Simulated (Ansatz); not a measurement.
```
atom    x (Å)    y (Å)    z (Å)
  Ge   0.1704  -0.2233  -1.0962
   O   1.3673   0.2200   1.5592
   H   0.4391  -0.0105   1.7832
   H   1.6752  -0.6416   1.1780
  Ge  -1.1913   1.9235  -1.0152
   H  -2.6840   1.5945  -1.3248
   H  -1.1645   2.5215   0.4232
   H  -0.7555   3.0489  -1.9997
   F  -0.8680  -0.9842   0.1775
```

Not at a stationary point (largest force 1.1 eV/Å).

Theory: Ansatz 0.2.0, RKS PBE-D4/def2-SVP.

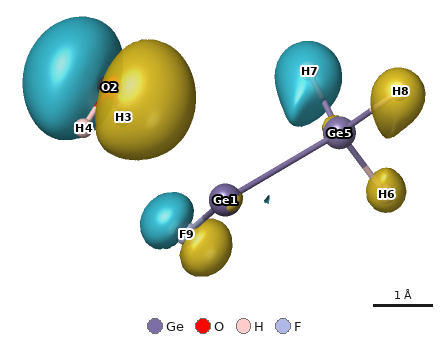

FGe$_{2}$H$_{3}$···H$_{2}$O. The HOMO−1 at ±0.1 Å⁻³ᐟ² (yellow and cyan are the two phases), seen across its widest extent.

### Where does this orbital lie, and at what energy?

By Hirshfeld shares it lies mainly on O2 (about 70 %); largely a lone pair of O2. Its energy is −7.60 eV.
